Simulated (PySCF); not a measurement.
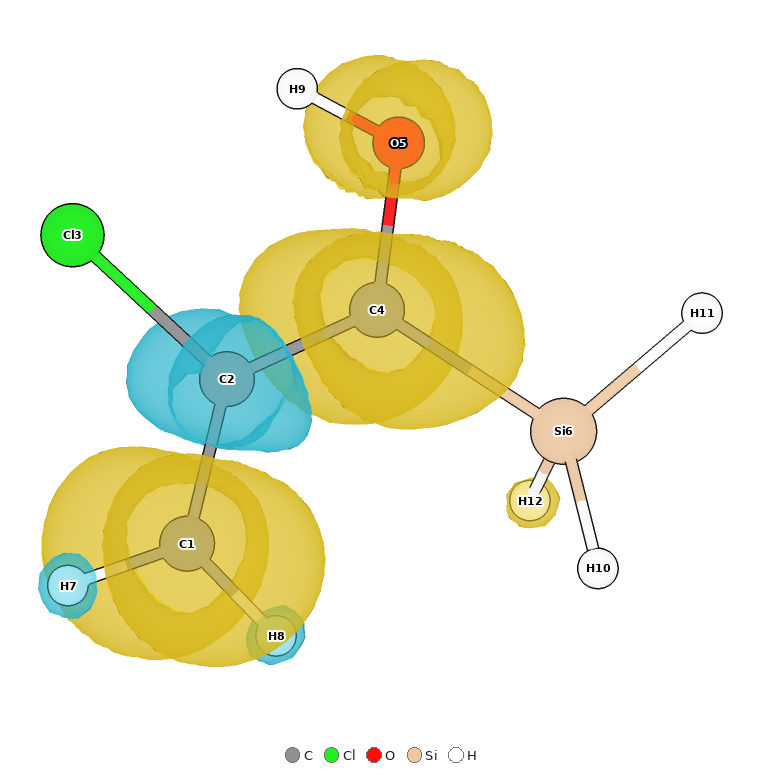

*C3H6ClOSi (doublet). Isosurfaces of the spin density (α minus β) at +0.02 (yellow) and −0.02 e/Å³ (cyan), seen at a tilt.*

Geometry: GFN2-xTB.

All numbers below come from UKS B3LYP, pcH-1 on C Cl H O Si, non-relativistic, mean-field spin-orbit, GIAO in PySCF.

```xyz
12

C    -1.5995   -0.8699   -0.4490
C    -1.0580    0.3511   -0.2072
Cl   -2.1387    1.7512   -0.3168
C     0.2687    0.6307    0.1167
O     0.6795    1.9015    0.3060
Si    1.6333   -0.6490    0.3193
H    -2.6393   -0.9883   -0.6869
H    -0.9858   -1.7489   -0.4024
H    -0.0780    2.5038    0.1835
H     1.1481   -1.7540    1.1510
H     2.7480    0.0441    0.9549
H     2.0230   -1.1731   -0.9951
```

> Where is the unpaired spin?

The unpaired spin (1 electron) lies mostly on C1 (about 0.4), C4 (about 0.4) and O5 (about 0.2), in electrons by Hirshfeld's partition.
